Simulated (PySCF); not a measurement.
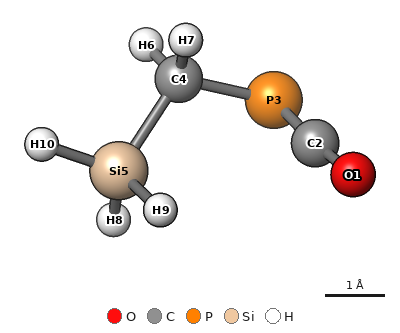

Starting structure of C2H5OPSi. A ball-and-stick model, seen at a tilt.

The start comes from GFN2-xTB. Its atoms were then displaced at random by about 0.01 Å.

Level of theory: PBE0-D3(BJ)/def2-SVP geometry optimisation, gas phase in PySCF 2.14.0, density-fitted response routines.

```xyz
10

O     2.9648   -0.4577    0.7367
C     2.1770    0.1585    0.0818
P     1.2682    1.0738   -0.9517
C    -0.3376    0.9330   -0.0817
Si   -1.0576   -0.8597   -0.0466
H    -1.0375    1.5885   -0.6501
H    -0.2677    1.3561    0.9198
H    -1.0927   -1.3637   -1.4076
H    -0.1698   -1.6612    0.8153
H    -2.3966   -0.7885    0.5631
```

**What does the optimiser find from here?**

The energy falls by 0.168 eV in 10 geometry steps. H7 moves most after the best rigid fit: 0.085 Å. Largest moves by element: H 0.085 Å, O 0.072 Å, P 0.057 Å, Si 0.056 Å, C 0.041 Å. Some distances before and after: P3–C4 1.832 → 1.884 Å, C4–Si5 1.932 → 1.888 Å, Si5–H8 1.452 → 1.492 Å, O1–C2 1.196 → 1.156 Å. Bond angles that change, for instance: H8–Si5–H10 112.5° → 109.4°, C4–Si5–H10 107.5° → 110.5°, H8–Si5–H9 112.0° → 109.2°.

Final geometry:

```xyz
10

O     2.9143   -0.5087    0.7397
C     2.2030    0.1281    0.0882
P     1.3094    1.1126   -0.9437
C    -0.3570    0.9476   -0.0801
Si   -1.0337   -0.8140   -0.0250
H    -1.0274    1.5684   -0.6973
H    -0.3344    1.4091    0.9195
H    -1.1258   -1.3598   -1.4109
H    -0.1085   -1.6683    0.7797
H    -2.3894   -0.8360    0.6087
```

After the run, drawn alike:

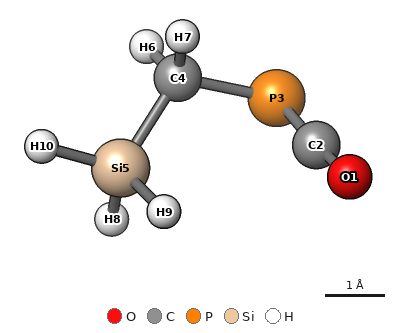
